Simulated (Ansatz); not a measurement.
**ZrB: energy and stress against strain**

Aim: for ZrB, see how energy and stress answer to the strain pattern (0, 0, 0, 0, 1, 0).

Program: Ansatz 0.2.0. Level of theory: DFT PBEsol, scalar-relativistic, plane waves, PAW. These are calculated values, not measurements.

## Step 1: Starting point

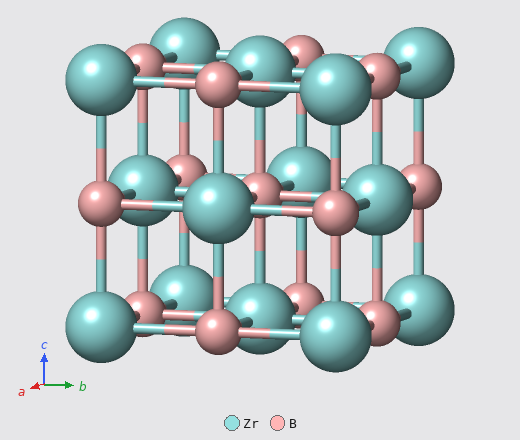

The starting structure, seen slightly off an axis (zirconium light teal, boron pink). Atoms on the faces are drawn again on the opposite ones. The cell drawn here is the conventional one.

Structure file:

```
CELL_PARAMETERS angstrom
0.00000 2.32500 2.32500
2.32500 0.00000 2.32500
2.32500 2.32500 0.00000
ATOMIC_POSITIONS crystal
Zr 0.00000 0.00000 0.00000
B 0.50000 0.50000 0.50000
```

The cell is taken as given, not relaxed at this level.

## Step 2: Zero of energy

Reference values: F = -4281.8165 eV; pressure 29.41 GPa; largest force 0.000 eV/Å; gap on the mesh none (metal). It was computed beforehand with the settings of the runs below.

## Step 3: Setting up energy and stress against strain

The cell is strained by ε times the Voigt pattern (0, 0, 0, 0, 1, 0) (xx, yy, zz, yz, xz, xy; engineering shear), with fractional coordinates fixed (clamped ions). The stress on the pattern is the sum of the stress components weighted by it, tension positive.

## Step 4: ε = -0.0200

The input, input.yaml:

```yaml
crystal:
  lattice:
    - [-0.02325, 2.325, 2.325]
    - [2.30175, 0.0, 2.30175]
    - [2.325, 2.325, -0.02325]
  atoms:
    - { symbol: Zr, position: [0.0, 0.0, 0.0] }
    - { symbol: B, position: [0.5, 0.5, 0.5] }
basis:
  ecutwfc: 420
kpoints:
  mp_grid: { grid: [18, 18, 18] }
hamiltonian:
  xc: pbesol
scf:
  occupations: { method: gaussian, width: 0.15 }
output:
  forces: true
  stress: true
  eigenvalues: true
```

Command:

```console
$ ansatz run input.yaml --threads 1 --pin off --max-ram 2560MiB --backend cpu --events-out ev --progress --plain --runs-dir out
```

What it wrote (excerpt; [...] marks lines left out):

```text
Warning: RAYON_NUM_THREADS=1 ignored (pool sized by the plan → 1); use --threads N
[...]
Pseudopotentials: kind: paw
Pseudopotential: Zr, paw, valence charge 12, recommended cutoff 420 eV (normal), Zr.paw.azcp
Pseudopotential: B, paw, valence charge 3, recommended cutoff 420 eV (normal), B.paw.azcp
Functional definition: PBEsol
[...]
Crystal: 2 atoms, lattice volume = 25.134 Å³
Basis set: ecut = 420 eV, 531 PW (Γ), exchange–correlation on 48×48×48 points (8 copies of the dense FFT grid, shifted against one another)
Bands: 12, of which v1, the nominal top of the filled ones, is band 8 counted from 1 (7 counted from 0)
Symmetry: 8 space group operations
Space group: Immm (ITA 71), of the structure as read, at distance tolerance 2.9e-5 Å
k-points: 865 of 5832
[...]
SCF iter   1: F=—  HF=-4281.818209 eV  |F-HF|=—  |Δ(HF+E_count)|=         —  Δρ=6.23e-3  dr2=1.14e-2  ethr=1.77e-3  ⟨swp⟩=5.0  Hψ=52047  notcnv=0
[...]
SCF iter   6: F=-4281.814204 eV  HF=-4281.814204 eV  |F-HF|=8.95e-10  |Δ(HF+E_count)|=   1.94e-8  Δρ=3.30e-6  dr2=1.53e-9  ethr=6.17e-10  ⟨swp⟩=3.2  Hψ=37500  notcnv=0
[...]
SCF converged after 6 iterations
Free energy (F): -4281.814204 eV
[...]
E sigma→0 (E₀):  -4281.808104 eV
Entropy (-TS):   -0.012201 eV (-6.100 meV/atom)
Fermi energy:    14.448733 eV
[...]
--- Forces (eV/Å), atoms counted from 1 ---
  atom   1  Zr     0.00000000    -0.00000000     0.00000000
  atom   2  B     -0.00000000     0.00000000    -0.00000000
[...]
--- Stress (GPa, compression-positive) ---
       29.419092      -0.000000       1.150412
       -0.000000      29.441952      -0.000000
        1.150412      -0.000000      29.419092
  P = ⅓ Tr σ = 29.4267 GPa (294.267 kbar)
--- Band table (eV; the first three rows and the last of 865) ---
  k-point 0: bands = ["-32.2074", "-9.9993", "-9.9801", "-9.9615", "6.1381", "16.1996", "16.3311", "16.4818", "18.1502", "18.1504", "18.2227", "18.2968"]
[...]
```

It took 12 s on 1 thread of Arm Neoverse V2, shared host; peak memory 0.5 GiB.

## Step 5: ε = 0.0150

Edit input.yaml of step 4 so:

```diff
@@ -2,5 +2,5 @@
   lattice:
-    - [-0.02325, 2.325, 2.325]
-    - [2.30175, 0.0, 2.30175]
-    - [2.325, 2.325, -0.02325]
+    - [0.0174375, 2.325, 2.325]
+    - [2.3424375, 0.0, 2.3424375]
+    - [2.325, 2.325, 0.0174375]
   atoms:
```

Command:

```console
$ ansatz run input.yaml --threads 1 --pin off --max-ram 2560MiB --backend cpu --events-out ev --progress --plain --runs-dir out
```

What it wrote (excerpt; [...] marks lines left out):

```text
[...]
SCF converged after 6 iterations
Free energy (F): -4281.815193 eV
[...]
E sigma→0 (E₀):  -4281.809045 eV
Entropy (-TS):   -0.012295 eV (-6.147 meV/atom)
Fermi energy:    14.446098 eV
[...]
--- Forces (eV/Å), atoms counted from 1 ---
  atom   1  Zr    -0.00000000    -0.00000000     0.00000000
  atom   2  B     -0.00000000    -0.00000000     0.00000000
[...]
--- Stress (GPa, compression-positive) ---
       29.414377       0.000000      -0.856568
        0.000000      29.429236       0.000000
       -0.856568       0.000000      29.414377
  P = ⅓ Tr σ = 29.4193 GPa (294.193 kbar)
--- Band table (eV; the first three rows and the last of 865) ---
  k-point 0: bands = ["-32.2081", "-9.9955", "-9.9812", "-9.9671", "6.1376", "16.2332", "16.3336", "16.4448", "18.1475", "18.1476", "18.2404", "18.2968"]
[...]
```

Run time: 12 s. Hardware: 1 thread of Arm Neoverse V2, shared host; peak memory 0.5 GiB.

## Step 6: Point ε = -0.0100

Edit input.yaml of step 5 so:

```diff
@@ -2,5 +2,5 @@
   lattice:
-    - [0.0174375, 2.325, 2.325]
-    - [2.3424375, 0.0, 2.3424375]
-    - [2.325, 2.325, 0.0174375]
+    - [-0.011625, 2.325, 2.325]
+    - [2.313375, 0.0, 2.313375]
+    - [2.325, 2.325, -0.011625]
   atoms:
```

Command:

```console
$ ansatz run input.yaml --threads 1 --pin off --max-ram 2560MiB --backend cpu --events-out ev --progress --plain --runs-dir out
```

What it wrote (excerpt; [...] marks lines left out):

```text
Warning: RAYON_NUM_THREADS=1 ignored (pool sized by the plan → 1); use --threads N
[...]
Pseudopotentials: kind: paw
Pseudopotential: Zr, paw, valence charge 12, recommended cutoff 420 eV (normal), Zr.paw.azcp
Pseudopotential: B, paw, valence charge 3, recommended cutoff 420 eV (normal), B.paw.azcp
Functional definition: PBEsol
[...]
Crystal: 2 atoms, lattice volume = 25.136 Å³
Basis set: ecut = 420 eV, 531 PW (Γ), exchange–correlation on 48×48×48 points (8 copies of the dense FFT grid, shifted against one another)
Bands: 12, of which v1, the nominal top of the filled ones, is band 8 counted from 1 (7 counted from 0)
Symmetry: 8 space group operations
Space group: Immm (ITA 71), of the structure as read, at distance tolerance 2.9e-5 Å
k-points: 865 of 5832
[...]
SCF iter   1: F=—  HF=-4281.819887 eV  |F-HF|=—  |Δ(HF+E_count)|=         —  Δρ=6.22e-3  dr2=1.14e-2  ethr=1.77e-3  ⟨swp⟩=5.0  Hψ=52059  notcnv=0
[...]
SCF iter   6: F=-4281.815896 eV  HF=-4281.815896 eV  |F-HF|=8.81e-10  |Δ(HF+E_count)|=   1.99e-8  Δρ=3.27e-6  dr2=1.51e-9  ethr=6.20e-10  ⟨swp⟩=3.2  Hψ=37473  notcnv=0
[...]
SCF converged after 6 iterations
Free energy (F): -4281.815896 eV
[...]
E sigma→0 (E₀):  -4281.809709 eV
Entropy (-TS):   -0.012374 eV (-6.187 meV/atom)
Fermi energy:    14.444165 eV
[...]
--- Forces (eV/Å), atoms counted from 1 ---
  atom   1  Zr    -0.00000000     0.00000000     0.00000000
  atom   2  B     -0.00000000    -0.00000000    -0.00000000
[...]
--- Stress (GPa, compression-positive) ---
       29.411637      -0.000000       0.567473
       -0.000000      29.418969      -0.000000
        0.567473      -0.000000      29.411637
  P = ⅓ Tr σ = 29.4141 GPa (294.141 kbar)
--- Band table (eV; the first three rows and the last of 865) ---
  k-point 0: bands = ["-32.2086", "-9.9915", "-9.9819", "-9.9725", "6.1372", "16.2673", "16.3354", "16.4083", "18.1456", "18.1456", "18.2586", "18.2968"]
[...]
```

It took 12 s on 1 thread of Arm Neoverse V2, shared host; peak memory 0.5 GiB.

## Step 7: Point ε = 0.0050

Edit input.yaml of step 6 so:

```diff
@@ -2,5 +2,5 @@
   lattice:
-    - [-0.011625, 2.325, 2.325]
-    - [2.313375, 0.0, 2.313375]
-    - [2.325, 2.325, -0.011625]
+    - [0.0058125, 2.325, 2.325]
+    - [2.3308125, 0.0, 2.3308125]
+    - [2.325, 2.325, 0.0058125]
   atoms:
```

Command:

```console
$ ansatz run input.yaml --threads 1 --pin off --max-ram 2560MiB --backend cpu --events-out ev --progress --plain --runs-dir out
```

What it wrote (excerpt; [...] marks lines left out):

```text
Warning: RAYON_NUM_THREADS=1 ignored (pool sized by the plan → 1); use --threads N
[...]
Pseudopotentials: kind: paw
Pseudopotential: Zr, paw, valence charge 12, recommended cutoff 420 eV (normal), Zr.paw.azcp
Pseudopotential: B, paw, valence charge 3, recommended cutoff 420 eV (normal), B.paw.azcp
Functional definition: PBEsol
[...]
Crystal: 2 atoms, lattice volume = 25.136 Å³
Basis set: ecut = 420 eV, 531 PW (Γ), exchange–correlation on 48×48×48 points (8 copies of the dense FFT grid, shifted against one another)
Bands: 12, of which v1, the nominal top of the filled ones, is band 8 counted from 1 (7 counted from 0)
Symmetry: 8 space group operations
Space group: Immm (ITA 71), of the structure as read, at distance tolerance 2.9e-5 Å
k-points: 865 of 5832
[...]
SCF iter   1: F=—  HF=-4281.820295 eV  |F-HF|=—  |Δ(HF+E_count)|=         —  Δρ=6.21e-3  dr2=1.13e-2  ethr=1.77e-3  ⟨swp⟩=5.0  Hψ=52063  notcnv=0
[...]
SCF iter   6: F=-4281.816315 eV  HF=-4281.816315 eV  |F-HF|=8.77e-10  |Δ(HF+E_count)|=   2.01e-8  Δρ=3.27e-6  dr2=1.50e-9  ethr=6.23e-10  ⟨swp⟩=3.2  Hψ=37411  notcnv=0
[...]
SCF converged after 6 iterations
Free energy (F): -4281.816315 eV
[...]
E sigma→0 (E₀):  -4281.810102 eV
Entropy (-TS):   -0.012427 eV (-6.213 meV/atom)
Fermi energy:    14.442982 eV
[...]
--- Forces (eV/Å), atoms counted from 1 ---
  atom   1  Zr     0.00000000     0.00000000    -0.00000000
  atom   2  B      0.00000000     0.00000000     0.00000000
[...]
--- Stress (GPa, compression-positive) ---
       29.410296       0.000000      -0.282535
        0.000000      29.412240      -0.000000
       -0.282535      -0.000000      29.410296
  P = ⅓ Tr σ = 29.4109 GPa (294.109 kbar)
--- Band table (eV; the first three rows and the last of 865) ---
  k-point 0: bands = ["-32.2090", "-9.9871", "-9.9824", "-9.9777", "6.1370", "16.3018", "16.3365", "16.3723", "18.1444", "18.1444", "18.2774", "18.2968"]
[...]
```

It took 13 s on 1 thread of Arm Neoverse V2, shared host; peak memory 0.5 GiB.

## Step 8: Point ε = 0.0175

Edit input.yaml of step 7 so:

```diff
@@ -2,5 +2,5 @@
   lattice:
-    - [0.0058125, 2.325, 2.325]
-    - [2.3308125, 0.0, 2.3308125]
-    - [2.325, 2.325, 0.0058125]
+    - [0.02034375, 2.325, 2.325]
+    - [2.34534375, 0.0, 2.34534375]
+    - [2.325, 2.325, 0.02034375]
   atoms:
```

Command:

```console
$ ansatz run input.yaml --threads 1 --pin off --max-ram 2560MiB --backend cpu --events-out ev --progress --plain --runs-dir out
```

What it wrote (excerpt; [...] marks lines left out):

```text
Warning: RAYON_NUM_THREADS=1 ignored (pool sized by the plan → 1); use --threads N
[...]
Pseudopotentials: kind: paw
Pseudopotential: Zr, paw, valence charge 12, recommended cutoff 420 eV (normal), Zr.paw.azcp
Pseudopotential: B, paw, valence charge 3, recommended cutoff 420 eV (normal), B.paw.azcp
Functional definition: PBEsol
[...]
Crystal: 2 atoms, lattice volume = 25.134 Å³
Basis set: ecut = 420 eV, 531 PW (Γ), exchange–correlation on 48×48×48 points (8 copies of the dense FFT grid, shifted against one another)
Bands: 12, of which v1, the nominal top of the filled ones, is band 8 counted from 1 (7 counted from 0)
Symmetry: 8 space group operations
Space group: Immm (ITA 71), of the structure as read, at distance tolerance 2.9e-5 Å
k-points: 865 of 5832
[...]
SCF iter   1: F=—  HF=-4281.818729 eV  |F-HF|=—  |Δ(HF+E_count)|=         —  Δρ=6.23e-3  dr2=1.14e-2  ethr=1.77e-3  ⟨swp⟩=5.0  Hψ=52069  notcnv=0
[...]
SCF iter   6: F=-4281.814734 eV  HF=-4281.814734 eV  |F-HF|=8.59e-10  |Δ(HF+E_count)|=   1.99e-8  Δρ=3.26e-6  dr2=1.48e-9  ethr=6.22e-10  ⟨swp⟩=3.2  Hψ=37507  notcnv=0
[...]
SCF converged after 6 iterations
Free energy (F): -4281.814734 eV
[...]
E sigma→0 (E₀):  -4281.808610 eV
Entropy (-TS):   -0.012249 eV (-6.124 meV/atom)
Fermi energy:    14.447331 eV
[...]
--- Forces (eV/Å), atoms counted from 1 ---
  atom   1  Zr    -0.00000000     0.00000000    -0.00000000
  atom   2  B      0.00000000     0.00000000     0.00000000
[...]
--- Stress (GPa, compression-positive) ---
       29.416461      -0.000000      -1.002889
       -0.000000      29.435377       0.000000
       -1.002889       0.000000      29.416461
  P = ⅓ Tr σ = 29.4228 GPa (294.228 kbar)
--- Band table (eV; the first three rows and the last of 865) ---
  k-point 0: bands = ["-32.2078", "-9.9975", "-9.9807", "-9.9644", "6.1378", "16.2164", "16.3324", "16.4632", "18.1488", "18.1489", "18.2314", "18.2968"]
[...]
```

Run time: 12 s. Hardware: 1 thread of Arm Neoverse V2, shared host; peak memory 0.5 GiB.

## Step 9: Point ε = 0.0125

Edit input.yaml of step 8 so:

```diff
@@ -2,5 +2,5 @@
   lattice:
-    - [0.02034375, 2.325, 2.325]
-    - [2.34534375, 0.0, 2.34534375]
-    - [2.325, 2.325, 0.02034375]
+    - [0.01453125, 2.325, 2.325]
+    - [2.33953125, 0.0, 2.33953125]
+    - [2.325, 2.325, 0.01453125]
   atoms:
```

Command:

```console
$ ansatz run input.yaml --threads 1 --pin off --max-ram 2560MiB --backend cpu --events-out ev --progress --plain --runs-dir out
```

What it wrote (excerpt; [...] marks lines left out):

```text
[...]
SCF converged after 6 iterations
Free energy (F): -4281.815579 eV
[...]
E sigma→0 (E₀):  -4281.809410 eV
Entropy (-TS):   -0.012337 eV (-6.169 meV/atom)
Fermi energy:    14.445040 eV
[...]
--- Forces (eV/Å), atoms counted from 1 ---
  atom   1  Zr    -0.00000000    -0.00000000    -0.00000000
  atom   2  B     -0.00000000     0.00000000    -0.00000000
[...]
--- Stress (GPa, compression-positive) ---
       29.412790      -0.000000      -0.711457
       -0.000000      29.423748       0.000000
       -0.711457       0.000000      29.412790
  P = ⅓ Tr σ = 29.4164 GPa (294.164 kbar)
--- Band table (eV; the first three rows and the last of 865) ---
  k-point 0: bands = ["-32.2084", "-9.9935", "-9.9816", "-9.9699", "6.1374", "16.2502", "16.3346", "16.4265", "18.1465", "18.1465", "18.2494", "18.2968"]
[...]
```

It took 12 s on 1 thread of Arm Neoverse V2, shared host; peak memory 0.5 GiB.

## Step 10: At ε = 0.0075

Edit input.yaml of step 9 so:

```diff
@@ -2,5 +2,5 @@
   lattice:
-    - [0.01453125, 2.325, 2.325]
-    - [2.33953125, 0.0, 2.33953125]
-    - [2.325, 2.325, 0.01453125]
+    - [0.00871875, 2.325, 2.325]
+    - [2.33371875, 0.0, 2.33371875]
+    - [2.325, 2.325, 0.00871875]
   atoms:
```

Command:

```console
$ ansatz run input.yaml --threads 1 --pin off --max-ram 2560MiB --backend cpu --events-out ev --progress --plain --runs-dir out
```

What it wrote (excerpt; [...] marks lines left out):

```text
[...]
SCF converged after 6 iterations
Free energy (F): -4281.816140 eV
[...]
E sigma→0 (E₀):  -4281.809937 eV
Entropy (-TS):   -0.012404 eV (-6.202 meV/atom)
Fermi energy:    14.443477 eV
[...]
--- Forces (eV/Å), atoms counted from 1 ---
  atom   1  Zr     0.00000000     0.00000000     0.00000000
  atom   2  B      0.00000000     0.00000000     0.00000000
[...]
--- Stress (GPa, compression-positive) ---
       29.410840      -0.000000      -0.424568
       -0.000000      29.415085       0.000000
       -0.424568       0.000000      29.410840
  P = ⅓ Tr σ = 29.4123 GPa (294.123 kbar)
--- Band table (eV; the first three rows and the last of 865) ---
  k-point 0: bands = ["-32.2088", "-9.9893", "-9.9822", "-9.9751", "6.1371", "16.2845", "16.3360", "16.3903", "18.1449", "18.1449", "18.2679", "18.2968"]
[...]
```

Run time: 13 s. Hardware: 1 thread of Arm Neoverse V2, shared host; peak memory 0.49 GiB.

## Step 11: At ε = 0.0025

Edit input.yaml of step 10 so:

```diff
@@ -2,5 +2,5 @@
   lattice:
-    - [0.00871875, 2.325, 2.325]
-    - [2.33371875, 0.0, 2.33371875]
-    - [2.325, 2.325, 0.00871875]
+    - [0.00290625, 2.325, 2.325]
+    - [2.32790625, 0.0, 2.32790625]
+    - [2.325, 2.325, 0.00290625]
   atoms:
```

Command:

```console
$ ansatz run input.yaml --threads 1 --pin off --max-ram 2560MiB --backend cpu --events-out ev --progress --plain --runs-dir out
```

What it wrote (excerpt; [...] marks lines left out):

```text
Warning: RAYON_NUM_THREADS=1 ignored (pool sized by the plan → 1); use --threads N
[...]
Pseudopotentials: kind: paw
Pseudopotential: Zr, paw, valence charge 12, recommended cutoff 420 eV (normal), Zr.paw.azcp
Pseudopotential: B, paw, valence charge 3, recommended cutoff 420 eV (normal), B.paw.azcp
Functional definition: PBEsol
[...]
Crystal: 2 atoms, lattice volume = 25.136 Å³
Basis set: ecut = 420 eV, 531 PW (Γ), exchange–correlation on 48×48×48 points (8 copies of the dense FFT grid, shifted against one another)
Bands: 12, of which v1, the nominal top of the filled ones, is band 8 counted from 1 (7 counted from 0)
Symmetry: 8 space group operations
Space group: Immm (ITA 71), of the structure as read, at distance tolerance 2.9e-5 Å
k-points: 865 of 5832
[...]
SCF iter   1: F=—  HF=-4281.820398 eV  |F-HF|=—  |Δ(HF+E_count)|=         —  Δρ=6.21e-3  dr2=1.13e-2  ethr=1.77e-3  ⟨swp⟩=5.0  Hψ=52054  notcnv=0
[...]
SCF iter   6: F=-4281.816420 eV  HF=-4281.816420 eV  |F-HF|=8.69e-10  |Δ(HF+E_count)|=   2.01e-8  Δρ=3.26e-6  dr2=1.49e-9  ethr=6.22e-10  ⟨swp⟩=3.2  Hψ=37406  notcnv=0
[...]
SCF converged after 6 iterations
Free energy (F): -4281.816420 eV
[...]
E sigma→0 (E₀):  -4281.810200 eV
Entropy (-TS):   -0.012441 eV (-6.220 meV/atom)
Fermi energy:    14.442683 eV
[...]
--- Forces (eV/Å), atoms counted from 1 ---
  atom   1  Zr    -0.00000000    -0.00000000     0.00000000
  atom   2  B      0.00000000     0.00000000     0.00000000
[...]
--- Stress (GPa, compression-positive) ---
       29.410047      -0.000000      -0.141085
       -0.000000      29.410553      -0.000000
       -0.141085      -0.000000      29.410047
  P = ⅓ Tr σ = 29.4102 GPa (294.102 kbar)
--- Band table (eV; the first three rows and the last of 865) ---
  k-point 0: bands = ["-32.2090", "-9.9848", "-9.9825", "-9.9801", "6.1369", "16.3193", "16.3368", "16.3545", "18.1441", "18.1441", "18.2870", "18.2968"]
[...]
```

Wall time 12 s (1 thread of Arm Neoverse V2, shared host); peak memory 0.5 GiB.

## Step 12: The scan collected

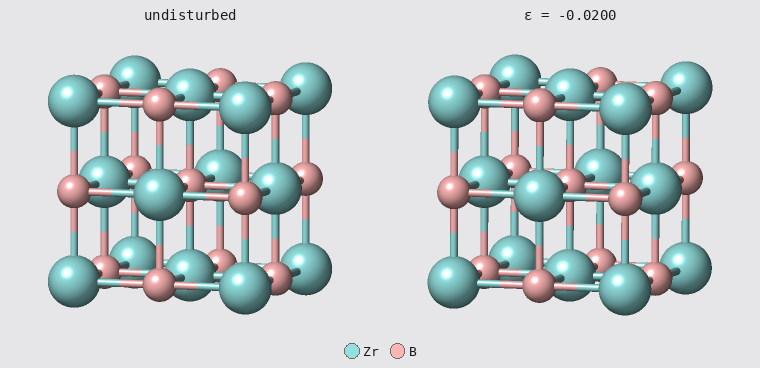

The undisturbed cell and the costliest point of the scan, at one scale, with neighbouring cells.

All points in order; energies are free energies above the reference cell:

| ε | ΔE (meV/atom) | stress on the pattern (GPa) | pressure (GPa) |
| --- | --- | --- | --- |
| -0.0200 | 1.1 | -1.15 | 29.4 |
| -0.0100 | 0.3 | -0.57 | 29.4 |
| 0.0000 | 0.0 | 0.00 | 29.4 |
| 0.0025 | 0.0 | 0.14 | 29.4 |
| 0.0050 | 0.1 | 0.28 | 29.4 |
| 0.0075 | 0.2 | 0.42 | 29.4 |
| 0.0125 | 0.4 | 0.71 | 29.4 |
| 0.0150 | 0.6 | 0.86 | 29.4 |
| 0.0175 | 0.9 | 1.00 | 29.4 |

Not run, since symmetry makes them alike: 0.0200 repeats -0.0200, -0.0150 repeats 0.0150, 0.0100 repeats -0.0100, -0.0050 repeats 0.0050. Energy, pressure and gap are the same there.

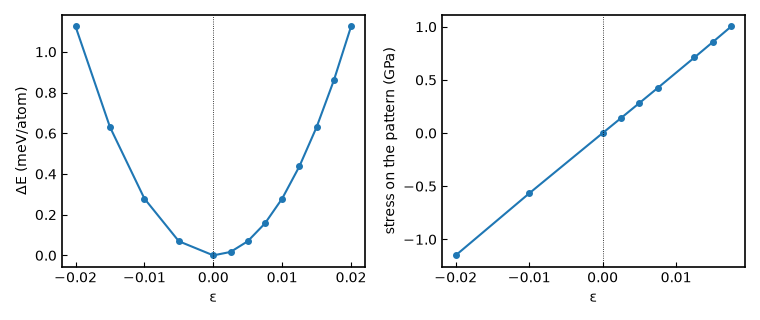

ΔE and stress on the pattern along the scan; points alike by symmetry are filled in.

## Step 13: Results

| quantity | value |
| --- | --- |
| slope of the stress at ε = 0, from the points at -0.0100, 0 and 0.0025 | 56 GPa |

From the stress slope, C55 is about 56 GPa with the ions clamped; letting the atoms relax could not make it stiffer. The reference stands under 29.4 GPa, so this is no zero-stress constant. The undisturbed cell stays the lowest of the sampled points.
